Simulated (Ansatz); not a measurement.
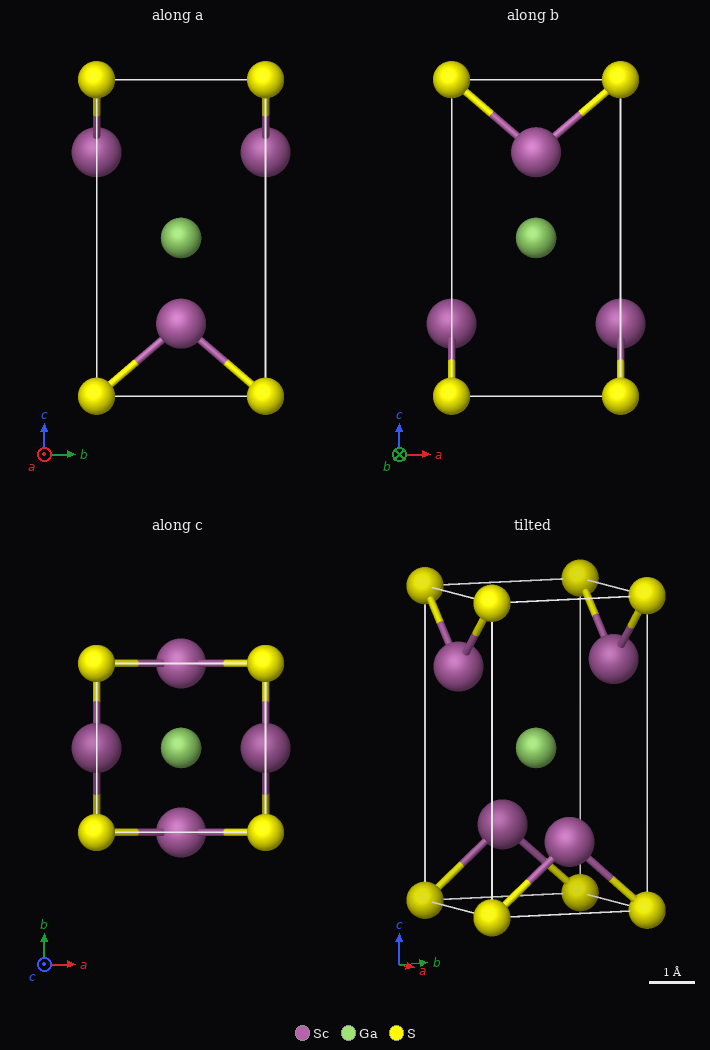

Shown here is a ball-and-stick view of the crystal, taken along the a axis, along the b axis, along the c axis and slightly off an axis. The edges of the conventional unit cell are marked.

Lattice parameters: a = 3.799 Å, b = 3.799 Å, c = 7.118 Å, α = 90.00°, β = 90.00°, γ = 90.00°.

Q: Set out the cell and atoms as a table of Wyckoff sites, with free fractional coordinates to two decimals.

A: Space group P-4m2 (No. 115).
| atom | site | x | y | z |
| --- | --- | --- | --- | --- |
| Sc | 2g | 0.00 | 0.50 | 0.23 |
| Ga | 1c | 0.50 | 0.50 | 0.50 |
| S | 1a | 0.00 | 0.00 | 0.00 |

The structure was taken from a structure type filled with these elements by a generator (whether the compound takes this form wasn't checked). Earlier steps of the study, as a rule a relaxation of our own, may have changed the cell and positions, so they can lie some per cent off the listed ones. Ansatz was used for an electronic-structure calculation on it.
